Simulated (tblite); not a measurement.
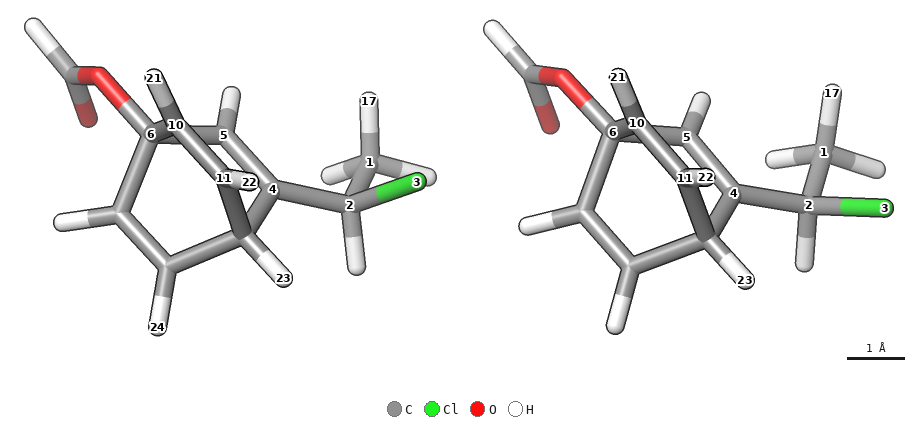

Two geometries of C$_{11}$H$_{11}$ClO$_{2}$, drawn at one scale. One is the start of a relaxation, the other its converged end. A stick model, seen from a free direction.

These are results of GFN2-xTB geometry optimisation, gas phase (tblite 0.8.0), not measurements. 

### Which of the two is the end point?

The left one is the relaxed one. The energy falls by 25.1 kcal/mol in 104 geometry steps. The atom that moves furthest after the best rigid fit is the Cl atom (0.50 Å). Largest moves by element: Cl 0.50 Å, H 0.44 Å, C 0.23 Å, O 0.15 Å. Some distances before and after: C–O 1.277 → 1.195 Å, C–O 1.366 → 1.425 Å, C–O 1.377 → 1.319 Å, C–H 1.128 → 1.087 Å. Among the angles between lasting bonds that change: O–C–H 122.3° → 108.1°, O–C–O 117.9° → 127.9°, C–C–C 119.8° → 128.2°. The run took 2.4 s on 2 threads of Intel(R) Xeon(R) Platinum 8259CL CPU @ 2.50GHz, with other jobs on the host.
